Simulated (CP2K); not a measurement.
**PM6 run of Si2N2H6F2 (SMILES N[SiH2][Si](N)(F)F)**

Aim: the vertical electron affinity of Si2N2H6F2 at PM6, from 2 runs. 

The results are computed with CP2K 2026.2.

3 further runs of the same task are left out: 1 that didn't finish, 2 set aside as unsound or not needed.

## (1) The system as given

The species is Si2N2H6F2 (12 atoms), meant as a singlet with charge 0. SMILES: `N[SiH2][Si](N)(F)F`. The shape comes from a force field and isn't a relaxed structure. This is one conformer, not always the lowest.

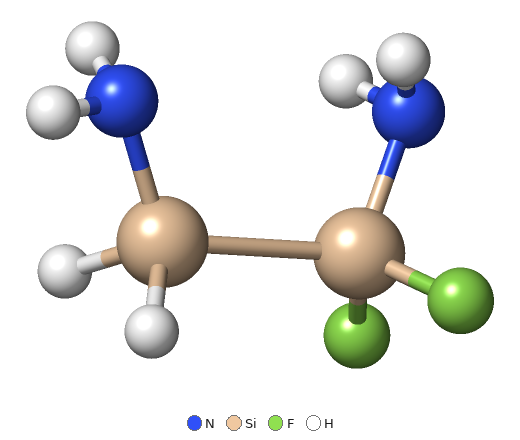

The structure, seen from a chosen angle (nitrogen blue, silicon light orange, fluorine green, hydrogen white).

## (2) Energy and forces at PM6

molecule.xyz reads:

```xyz
12

N     -1.549300    -1.168000     0.516800
Si    -0.278800    -1.034000    -0.619900
Si     1.313300     0.702600    -0.160200
N      0.648200     1.916800     0.901800
F      2.626000     0.166300     0.563500
F      1.707600     1.498800    -1.495300
H     -1.951100    -2.107000     0.412900
H     -2.264200    -0.480900     0.360400
H     -1.013100    -0.762500    -1.910700
H      0.420300    -2.408900    -0.738900
H      0.336600     1.430100     1.677300
H     -0.177700     2.301500     0.431600
```

gas.inp reads:

```
&FORCE_EVAL
 METHOD QUICKSTEP
 &DFT
  &QS
   METHOD PM6
   EPS_DEFAULT 1.0E-10
   &SE
    &COULOMB
     CUTOFF [angstrom] 50
     RC_RANGE [angstrom] 0
    &END COULOMB
    &EXCHANGE
     CUTOFF [angstrom] 50
     RC_RANGE [angstrom] 0
    &END EXCHANGE
   &END SE
  &END QS
  &POISSON
   PERIODIC NONE
   POISSON_SOLVER ANALYTIC
  &END POISSON
  &SCF
   SCF_GUESS ATOMIC
   EPS_SCF 1.0E-07
   MAX_SCF 80
   ADDED_MOS 8
   &DIAGONALIZATION
    ALGORITHM STANDARD
   &END DIAGONALIZATION
   &MIXING
    METHOD DIRECT_P_MIXING
    ALPHA 0.4
   &END MIXING
  &END SCF
  &PRINT
   &MOMENTS
    PERIODIC F
    REFERENCE COM
    MAX_MOMENT 1
   &END MOMENTS
   &MO ON
    ENERGIES T
    OCCUPATION_NUMBERS T
    NDIGITS 6
    &EACH
     QS_SCF 0
    &END EACH
    ADD_LAST NUMERIC
   &END MO
   &HIRSHFELD OFF
   &END HIRSHFELD
  &END PRINT
 &END DFT
 &SUBSYS
  &CELL
   ABC 16.9 16.7 15.6
   PERIODIC NONE
  &END CELL
  &TOPOLOGY
   COORD_FILE_NAME molecule.xyz
   COORD_FILE_FORMAT XYZ
   &CENTER_COORDINATES
   &END CENTER_COORDINATES
  &END TOPOLOGY
 &END SUBSYS
 &PRINT
  &FORCES ON
  &END FORCES
 &END PRINT
&END FORCE_EVAL
&GLOBAL
 PROJECT gas
 RUN_TYPE ENERGY_FORCE
 PRINT_LEVEL MEDIUM
&END GLOBAL
```

On the command line:

```
$ OMP_NUM_THREADS=1 cp2k.psmp -i gas.inp > gas.out 2>&1
```

Output, shortened:

```text
CP2K| version string:                                       CP2K version 2026.2
[...]
 GLOBAL| Method name                                                        CP2K
[...]
 GLOBAL| Run type                                                   ENERGY_FORCE
[...]
                             - Atoms:                                         12
[...]
                             - Spherical basis functions:                     40
[...]
 Number of electrons:                                                         38
[...]
     1 P_Mix/Diag. 0.40E+00    0.0     0.74352936       -48.5348509394 -4.85E+01
[...]
    20 DIIS/Diag.  0.43E-07    0.0     0.00000009       -56.3355987174 -2.70E-13
  *** SCF run converged in    20 steps ***
  Core-core repulsion energy [eV]:                           2840.47962293984028
  Core Hamiltonian energy [eV]:                             -2548.72839823930417
  Two-electron integral energy [eV]:                        -3649.44165237959623
  Electronic energy [eV]:                                   -4373.44922442910229
  Total energy [eV]:                                        -1532.96960148926178
  Atomic reference energy [eV]:                              1524.95153056264394
  Heat of formation [kcal/mol]:                              -184.90112277250907
[...]
 SE_DIPOLE| Moment [Debye]          4.82324667       1.77687040       0.25353714
 SE_DIPOLE| Derivative [a.u.]       0.00000000       0.00000000       0.00000000
 ENERGY| Total FORCE_EVAL ( QS ) energy [hartree]            -56.335598717443148
 FORCES| Atomic forces [hartree/bohr]
 FORCES|   Atom     x               y               z               |f|
 FORCES|      1 -1.69950238E-02 -8.75791876E-03  3.58997087E-04   1.91222607E-02
 FORCES|      2  7.14376394E-02  1.49530648E-02 -3.10972265E-02   7.93345320E-02
 FORCES|      3 -1.28761733E-03 -9.04479178E-03 -1.30088048E-02   1.58963901E-02
 FORCES|      4 -8.44145390E-03 -1.13962098E-02 -3.50520348E-02   3.78123907E-02
 FORCES|      5 -7.80814415E-03 -6.15124714E-03 -7.27704902E-03   1.23191071E-02
 FORCES|      6 -4.62154592E-03 -1.39081591E-02  4.46788750E-03   1.53218013E-02
 FORCES|      7 -8.47928475E-03 -1.57441510E-03  1.52322366E-02   1.75042305E-02
 FORCES|      8 -1.41111518E-02  5.04777474E-03  1.32251767E-02   1.99877446E-02
 FORCES|      9  9.56065331E-03  4.79183297E-04  5.17273094E-03   1.08808480E-02
 FORCES|     10 -9.22032406E-03  1.86202109E-02  2.36813452E-03   2.09125487E-02
 FORCES|     11 -9.14187974E-03 -3.90904106E-03  4.17324178E-02   4.29004576E-02
 FORCES|     12 -8.91867285E-04  1.56415491E-02  3.87753397E-03   1.61396640E-02
 FORCES| Sum    -5.13478149E-16 -4.64905892E-16  1.73819292E-15
[...]
```

Run time: 0.28 s. Hardware: 1 thread of Arm Neoverse V1, shared host.

## (3) The doublet anion, same level

molecule.xyz is that of step 2.

qs.inp reads:

```
&GLOBAL
 PROJECT qs
 RUN_TYPE ENERGY_FORCE
 PRINT_LEVEL MEDIUM
&END GLOBAL

&FORCE_EVAL
 METHOD QUICKSTEP
 &DFT
  CHARGE -1
  MULTIPLICITY 2
  LSD T
  &QS
   METHOD PM6
   EPS_DEFAULT 1.0E-10
   &SE
    &COULOMB
     CUTOFF [angstrom] 50
     RC_RANGE [angstrom] 0
    &END COULOMB
    &EXCHANGE
     CUTOFF [angstrom] 50
     RC_RANGE [angstrom] 0
    &END EXCHANGE
   &END SE
  &END QS
  &POISSON
   PERIODIC NONE
   POISSON_SOLVER ANALYTIC
  &END POISSON
  &SCF
   SCF_GUESS ATOMIC
   EPS_SCF 1.0E-07
   MAX_SCF 80
   ADDED_MOS 8
   &DIAGONALIZATION
    ALGORITHM STANDARD
   &END DIAGONALIZATION
   &MIXING
    METHOD DIRECT_P_MIXING
    ALPHA 0.4
   &END MIXING
  &END SCF
  &PRINT
   &MOMENTS
    PERIODIC F
    REFERENCE COM
    MAX_MOMENT 1
   &END MOMENTS
   &MO ON
    ENERGIES T
    OCCUPATION_NUMBERS T
    NDIGITS 6
    &EACH
     QS_SCF 0
    &END EACH
    ADD_LAST NUMERIC
   &END MO
   &HIRSHFELD OFF
   &END HIRSHFELD
  &END PRINT
 &END DFT
 &SUBSYS
  &CELL
   ABC 16.9 16.7 15.6
   PERIODIC NONE
  &END CELL
  &TOPOLOGY
   COORD_FILE_NAME molecule.xyz
   COORD_FILE_FORMAT XYZ
   &CENTER_COORDINATES
   &END CENTER_COORDINATES
  &END TOPOLOGY
 &END SUBSYS
 &PRINT
  &FORCES ON
  &END FORCES
 &END PRINT
&END FORCE_EVAL
```

On the command line:

```
$ OMP_NUM_THREADS=1 cp2k.psmp qs.inp > qs.out
```

Output, shortened:

```text
CP2K| version string:                                       CP2K version 2026.2
[...]
 GLOBAL| Method name                                                        CP2K
[...]
 GLOBAL| Run type                                                   ENERGY_FORCE
[...]
                             - Atoms:                                         12
[...]
                             - Spherical basis functions:                     40
[...]
 Number of electrons:                                                         20
[...]
     1 P_Mix/Diag. 0.40E+00    0.0     0.41511171       -48.7502928875 -4.88E+01
[...]
    63 DIIS/Diag.  0.54E-07    0.0     0.00000010       -56.3645278377 -2.27E-13
  *** SCF run converged in    63 steps ***
  Core-core repulsion energy [eV]:                           2840.47962293984028
  Core Hamiltonian energy [eV]:                             -2572.20233137481091
  Two-electron integral energy [eV]:                        -3604.06818890033901
  Electronic energy [eV]:                                   -4374.23642582497996
  Total energy [eV]:                                        -1533.75680288513990
  Atomic reference energy [eV]:                              1524.95153056264394
  Heat of formation [kcal/mol]:                              -203.05441965377705
[...]
 SE_DIPOLE| Moment [Debye]          2.34902285      -1.26716774      -0.97972455
 SE_DIPOLE| Derivative [a.u.]       0.00000000       0.00000000       0.00000000
 ENERGY| Total FORCE_EVAL ( QS ) energy [hartree]            -56.364527837697565
[...]
```

Run time: 0.46 s. Hardware: 1 thread of Arm Neoverse V1, shared host.

## (4) Summary of results

At PM6:

| quantity | value |
| --- | --- |
| singlet Si2N2H6F2: total energy | -56.33560 Eh |
| singlet Si2N2H6F2: dipole moment | 5.15 D |
| singlet Si2N2H6F2: HOMO energy | -8.85 eV |
| singlet Si2N2H6F2: LUMO energy | -0.70 eV |
| singlet Si2N2H6F2: HOMO–LUMO gap | 8.15 eV |
| singlet Si2N2H6F2: heat of formation at this unrelaxed shape | -184.9 kcal/mol |
| singlet Si2N2H6F2: largest force on an atom | 4.080 eV/Å |
| doublet anion: total energy | -56.36453 Eh |
| doublet anion: HOMO energy (highest over α and β) | -0.88 eV |
| doublet anion: LUMO energy (lowest over α and β) | 4.42 eV |
| doublet anion: heat of formation at this unrelaxed shape | -203.1 kcal/mol |
| doublet anion: largest force on an atom | 4.081 eV/Å |
| vertical electron affinity (to the doublet anion) | 0.787 eV |

In words: At fixed nuclei the extra electron is bound by 0.79 eV (18.2 kcal/mol). The largest force (singlet Si2N2H6F2) is 4.08 eV/Å: the shape isn't a stationary point for this species at this level. A minimal valence basis can't be trusted even for the sign of an electron affinity.
